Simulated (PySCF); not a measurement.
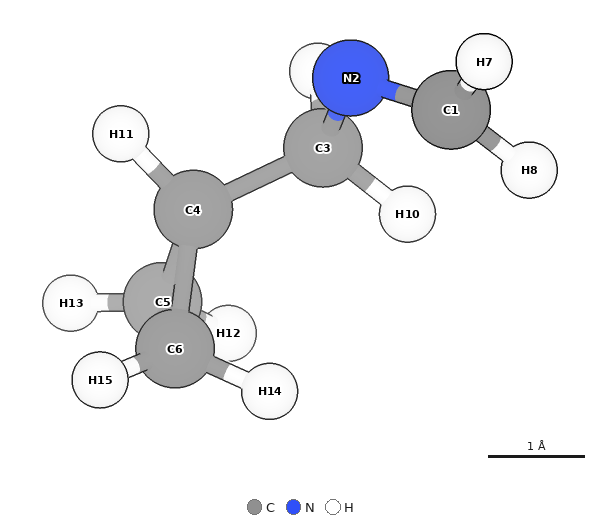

Figure 1. The structure (ball-and-stick view, seen at a tilt; atoms are numbered from 1 in the order of the input). Bond lengths as drawn: C–C 1.49 to 1.51 Å, C–H 1.06 to 1.13 Å and C–N 1.26 to 1.45 Å.

NMR shielding calculation, with input and output: C5H9N

- system: C5H9N
- method: GIAO PBE0/pcSseg-1 NMR shielding, non-relativistic, gas phase (PySCF 2.14.0)

The geometry comes from this level: GFN2-xTB, MD frame at 625 fs, 200 K. It belongs to a series of runs on one base structure; here: MD frame at 625 fs, 200 K. Figures and captions count atoms from 1; the log counts them from 0 in places.

Input file
```
{"job": {"kind": "nmr", "xc": "PBE0", "basis": "pcSseg-1", "pop": false}, "charge": 0, "multiplicity": 1}
C      2.404500     0.362500    -0.277700
N      1.453100     1.077200     0.131600
C      0.163400     0.855900    -0.503000
C     -0.872400     0.504900     0.527100
C     -2.193600     0.037100    -0.024500
C     -1.340400    -0.892300     0.762600
H      3.418900     0.471600     0.082700
H      2.377400    -0.240200    -1.224000
H     -0.095300     1.853500    -0.912700
H      0.368200     0.080200    -1.298100
H     -0.903200     1.318200     1.291000
H     -2.399000    -0.164400    -1.056000
H     -3.136300     0.374600     0.371500
H     -0.755700    -1.565700     0.118400
H     -1.523800    -1.241100     1.745000
```

The first line tells a small driver script what to run in PySCF; the rest is the geometry in Å.

Launch command:
```bash
OMP_NUM_THREADS=1 python <driver script> task.json out
```

Output
```
coarse grid: 12072 points
cycle   1  E = -250.2164808188  dE =  7.708e-01  |g| = 3.584e-01  |ddm| = 3.322e+00
cycle   2  E = -250.1915530930  dE =  2.493e-02  |g| = 4.998e-01  |ddm| = 7.821e-01
cycle   3  E = -250.2505190885  dE = -5.897e-02  |g| = 1.077e-01  |ddm| = 4.677e-01
cycle   4  E = -250.2527546593  dE = -2.236e-03  |g| = 3.808e-02  |ddm| = 8.764e-02
cycle   5  E = -250.2530717743  dE = -3.171e-04  |g| = 6.005e-03  |ddm| = 3.243e-02
cycle   6  E = -250.2530796080  dE = -7.834e-06  |g| = 1.972e-03  |ddm| = 7.560e-03
final grid: 115384 points
cycle   7  E = -250.2874327431  dE = -3.162e-05  |g| = 7.463e-03  |ddm| = 2.621e-02
cycle   8  E = -250.2874250445  dE =  7.699e-06  |g| = 9.382e-03  |ddm| = 1.476e-02
cycle   9  E = -250.2874471158  dE = -2.207e-05  |g| = 1.300e-03  |ddm| = 8.279e-03
cycle  10  E = -250.2874474744  dE = -3.586e-07  |g| = 3.501e-04  |ddm| = 1.022e-03
cycle  11  E = -250.2874474987  dE = -2.430e-08  |g| = 9.722e-05  |ddm| = 3.198e-04
cycle  12  E = -250.2874475009  dE = -2.203e-09  |g| = 1.871e-05  |ddm| = 9.756e-05
cycle  13  E = -250.2874475010  dE = -6.969e-11  |g| = 5.805e-06  |ddm| = 1.784e-05
```

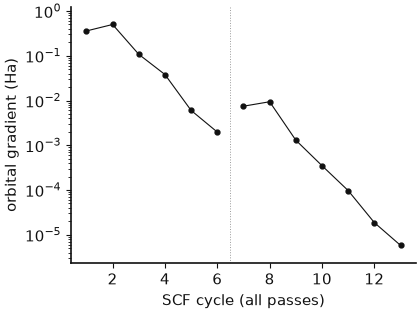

Figure 2. Convergence of the self-consistent field: orbital gradient against the SCF cycle. The dotted line marks the change from a coarse to the final integration grid. The first 6 cycles use a coarse grid, the final grid takes over at cycle 7, and the field converges after 13 cycles in all.

```
converged SCF energy = -250.2874475010

GIAO shielding tensors (ppm)
atom      isotropic    diamagn.    paramagn.     s11        s22        s33       span
  0 C       30.525     252.390    -221.865    -65.750     50.390    106.936    172.686
  1 N     -161.337     327.894    -489.231   -540.824   -190.058    246.872    787.696
  2 C      100.216     246.570    -146.353     62.773    101.373    136.502     73.729
  3 C      170.106     246.987     -76.881    137.968    156.769    215.582     77.614
  4 C      184.405     252.659     -68.254    150.325    184.437    218.453     68.128
  5 C      178.987     252.040     -73.053    150.540    174.538    211.884     61.345
  6 H       24.584      28.506      -3.922     23.198     24.589     25.965      2.768
  7 H       23.688      30.661      -6.973     21.056     23.782     26.225      5.169
  8 H       26.219      29.642      -3.423     22.789     25.331     30.538      7.749
  9 H       28.680      32.066      -3.386     25.828     27.628     32.585      6.757
 10 H       29.032      29.772      -0.740     23.098     26.496     37.504     14.406
 11 H       31.670      31.946      -0.276     25.805     28.704     40.501     14.695
 12 H       31.263      30.181       1.081     25.627     27.102     41.059     15.432
 13 H       31.415      31.487      -0.071     25.548     28.571     40.127     14.578
 14 H       31.112      30.888       0.224     25.826     26.717     40.794     14.968
```

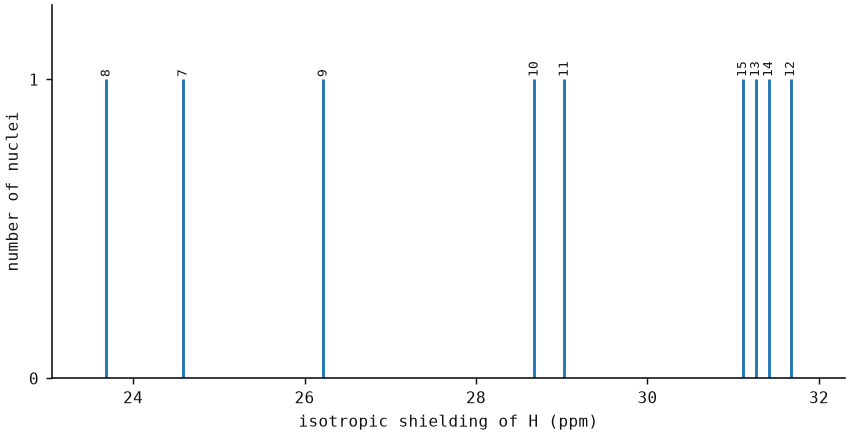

Figure 3. Isotropic shieldings of the hydrogen nuclei in this fixed geometry, labelled by atom number; shielding grows to the right, so chemical shift grows to the left. The least shielded is H8 (23.7 ppm), the most shielded H12 (31.7 ppm).

Summary

| quantity | value |
| --- | --- |
| outcome | converged |
| total energy | −250.287448 hartree |
| HOMO | −7.29 eV |
| LUMO | −0.22 eV |
| dipole moment | 1.36 D |
| isotropic shielding, C | 30.5 to 184.4 ppm |
| isotropic shielding, N | −161.3 ppm |
| isotropic shielding, H | 23.7 to 31.7 ppm |
| hardware | 1 CPU thread, shared host |
| wall time | 30 s |
| peak memory | 0.73 GiB |
